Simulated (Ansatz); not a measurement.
## GaH3: a changed input and its effect

System: GaH3, SMILES [GaH3].
Method of run A: RHF-CCSD(T), frozen core/def2-TZVPP (Ansatz 0.2.0).

The geometry: displaced from a GFN2-xTB structure. Text and figures count atoms from 1; the logs count them from 0 in places.

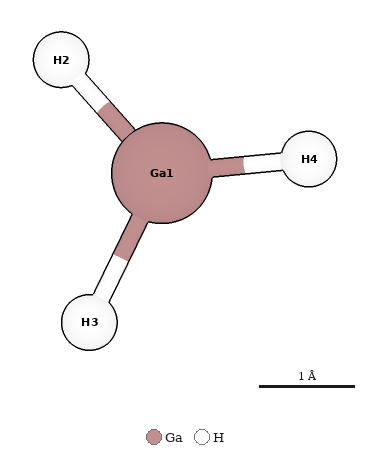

The structure as given in the input (ball-and-stick view, seen at a tilt; atoms are numbered from 1 in the order of the input). Sticks mark near contacts.

**Input, run A**
```yaml
crystal:
  periodic: [false, false, false]
  atoms:
    - {symbol: Ga, position_ang: [0.002600, 0.091700, -0.018200]}
    - {symbol: H, position_ang: [1.247900, 0.302400, 1.054900]}
    - {symbol: H, position_ang: [-0.555000, -1.564300, -0.042100]}
    - {symbol: H, position_ang: [-0.665500, 1.184000, -0.995900]}
basis:
  gaussian: {orbitals: def2-TZVPP}
correlation: {method: ccsd_t}
output: {forces: true}
```

Hardware: 4 CPU threads, shared host.

**Output (run A)**
```
Functional definition: HF
  exchange = exact_x
  correlation = 0
545 factors; integrals over basis functions are off by at most 7.5e-4 eV
mean field evaluation 1: about -52380.1904 eV, gradient 9.9e0 eV
mean field evaluation 2: about -52380.2079 eV, gradient 9.9e0 eV
mean field evaluation 4: about -52380.6538 eV, gradient 2.2e0 eV
mean field evaluation 8: about -52380.6634 eV, gradient 1.3e-4 eV
mean field evaluation 16: about -52380.6631 eV, gradient 3.8e-1 eV
mean field -52380.66344833 eV, -1924.9538768374 hartree, gradient 4.8e-6 eV, S^2 0.000000; 0 other end points of the search recorded, 0 dependent functions left out
9 core orbitals not correlated: weight in the atoms' cores, before any rotation towards them, 1.000 or more for the frozen orbitals, at most 0.000 for the correlated occupied ones
reference -52380.66344833 eV, -1924.9538768374 hartree; 8, 8 occupied and 73, 73 virtual orbitals, 545 factors
second order -6.53578899 eV of doubles, -0.00000000 eV of singles
cycle   1  -6.53646565 eV  change   -6.8e-4 eV  update   8.2e-2
cycle   2  -6.88590637 eV  change   -3.5e-1 eV  update   2.7e-2
cycle   3  -6.93728257 eV  change   -5.1e-2 eV  update   1.3e-2
cycle   4  -6.93334583 eV  change    3.9e-3 eV  update   2.7e-3
cycle   5  -6.93402085 eV  change   -6.8e-4 eV  update   8.7e-4
cycle   6  -6.93391898 eV  change    1.0e-4 eV  update   2.3e-4
cycle   7  -6.93385383 eV  change    6.5e-5 eV  update   6.7e-5
cycle   8  -6.93387607 eV  change   -2.2e-5 eV  update   2.0e-5
cycle   9  -6.93388047 eV  change   -4.4e-6 eV  update   6.0e-6
perturbative correction -0.22687108 eV, -0.0083373586 hartree
the calculation of the forces begins
Total energy: -52387.82419989 eV, -1925.2170296032 hartree
Atom 0 at     0.002600     0.091700    -0.018200 Å, force     0.045690    -1.388560     0.347176 eV/Å
Atom 1 at     1.247900     0.302400     1.054900 Å, force    -0.873876     0.098594    -0.800920 eV/Å
Atom 2 at    -0.555000    -1.564300    -0.042100 Å, force     0.461878     1.720981    -0.057928 eV/Å
Atom 3 at    -0.665500     1.184000    -0.995900 Å, force     0.366307    -0.431016     0.511673 eV/Å
Dipole moment:    -0.000733     0.120463    -0.024473 e Å
```

For run B the input was changed thus:
```diff
-correlation: {method: ccsd_t}
-output: {forces: true}
+hamiltonian: {xc: pbe0, dispersion: d4}
+output: {forces: true, orbitals: {seedname: orbitals}}
```

How does run B compare with run A?

The total energies belong to different models, so their difference says nothing on which is more stable or more accurate. The largest force goes from 1.783 to 1.718 eV/Å.

**Output (run B)**
```
Functional definition: PBE0
  parameter a = 0.25
  parameter kappa = 0.804
  parameter beta = 0.06672455060314922
  exchange = (1 - a)*pbe_x(kappa = kappa, mu = beta*pi^2/3) + a*exact_x
  correlation = pbe_c(beta = beta)
590 factors; their error is unknown
mean field evaluation 1: about -52417.9020 eV, gradient 2.2e1 eV
mean field evaluation 2: about -52417.9136 eV, gradient 2.7e1 eV
mean field evaluation 4: about -52418.4939 eV, gradient 3.4e-1 eV
mean field evaluation 8: about -52418.6823 eV, gradient 1.9e-3 eV
mean field -52418.68226419 eV, -1926.3510425501 hartree, gradient 3.2e-5 eV, S^2 0.000000; 0 other end points of the search recorded, 0 dependent functions left out
the calculation of the forces begins
reference -52418.68229060 eV, -1926.3510435205 hartree; 17, 17 occupied and 73, 73 virtual orbitals, 590 factors
Total energy: -52418.71041761 eV, -1926.3520771692 hartree
Atom 0 at     0.002600     0.091700    -0.018200 Å, force     0.044715    -1.384230     0.346874 eV/Å
Atom 1 at     1.247900     0.302400     1.054900 Å, force    -0.816486     0.102618    -0.749499 eV/Å
Atom 2 at    -0.555000    -1.564300    -0.042100 Å, force     0.442486     1.659202    -0.057405 eV/Å
Atom 3 at    -0.665500     1.184000    -0.995900 Å, force     0.329285    -0.377591     0.460031 eV/Å
Dipole moment:    -0.000199     0.120820    -0.024782 e Å
```

**The two runs side by side**

| quantity | run A | run B |
| --- | --- | --- |
| outcome | converged | converged |
| total energy (hartree) | −1925.217030 | −1926.352077 |
| dipole moment (D) | 0.59 | 0.59 |
| largest force (eV/Å) | 1.783 | 1.718 |
| basis functions | 90 | 90 |
| HOMO (eV) | – | −8.10 |
| LUMO (eV) | – | −1.91 |
